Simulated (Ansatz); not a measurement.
System: CsCl-type TlBr. Method: HSE06 (plane waves, PAW; Ansatz, a program for electronic structure).

Run with plane-wave cutoff 460 eV, 6×6×6 k mesh, Fermi–Dirac smearing 0.01 eV, scalar-relativistic PAW data made under PBE.

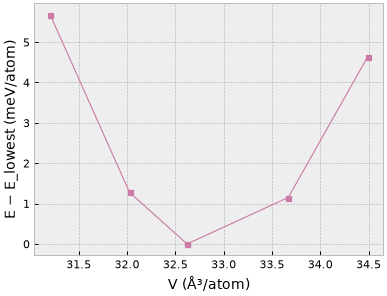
Figure: Total energy against volume

Problem. From the curve, estimate the equilibrium volume and the bulk modulus.

Solution. V0 ≈ 32.8 Å³/atom and B0 ≈ 20 GPa; the fit gives V0 = 32.846 Å³/atom, B0 = 20.3 GPa, B′ = 5.0.

Measured, for comparison: equilibrium volume per atom 31.62 Å³/atom (temperature not stated, no zero-point or thermal correction; as tabulated in Du and Singh (2010), arXiv:1001.5458). Computed (rounded) less measured: equilibrium volume per atom +3.9 %.

Spin–orbit coupling is not included; it can shift volumes and moduli of such heavy elements.

Cost on a shared machine: very roughly 11 core-minutes.
